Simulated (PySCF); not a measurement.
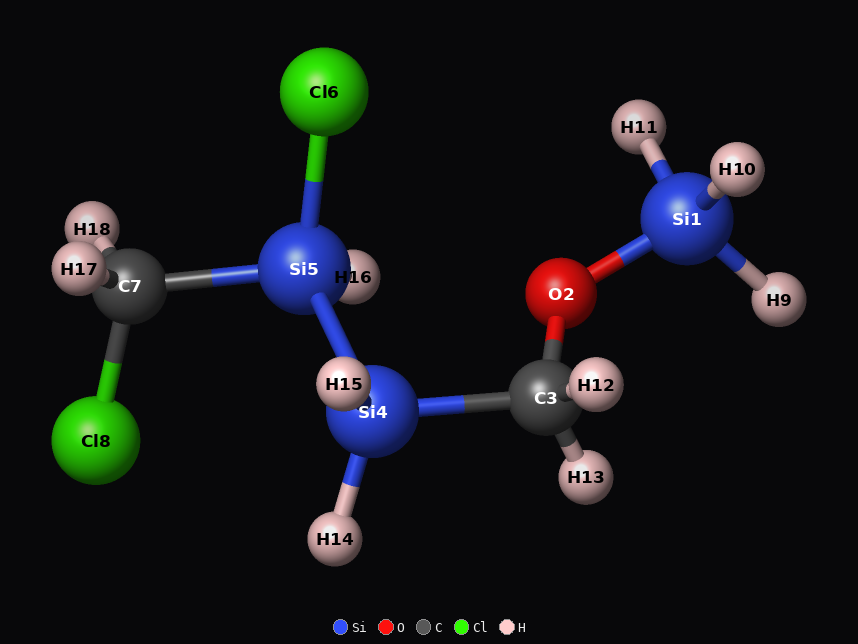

The geometry was computed by an optimisation with GFN2-xTB. No frequency run is at hand to confirm it as a minimum. Electric field gradients from the ground-state density, PBE0/pcSseg-1 (PySCF 2.14.0), non-relativistic apart from any core potentials.

Give the largest field-gradient component, the quadrupole coupling constant and the asymmetry for 17O at O2 (Q = −25.6 mb), 35Cl at Cl6 (Q = −81.7 mb), 35Cl at Cl8 (Q = −81.7 mb), 2H at H9 (Q = 2.86 mb), 2H at H10 (Q = 2.86 mb), 2H at H11 (Q = 2.86 mb), 2H at H12 (Q = 2.86 mb).

| atom | V_zz (a.u.) | e²qQ/h (MHz) | η |
| --- | --- | --- | --- |
| O2 | 1.725 | −10.38 | 0.46 |
| Cl6 | 2.141 | −41.1 | 0.02 |
| Cl8 | 3.948 | −75.8 | 0.04 |
| H9 | 0.157 | 0.105 | 0.04 |
| H10 | 0.158 | 0.106 | 0.04 |
| H11 | 0.169 | 0.114 | 0.02 |
| H12 | 0.301 | 0.202 | 0.10 |

The geometry is semi-empirical. Around Si such bond lengths and angles can be off by a tenth of an ångström or more and by several degrees, and values that hang on the shape move with them.
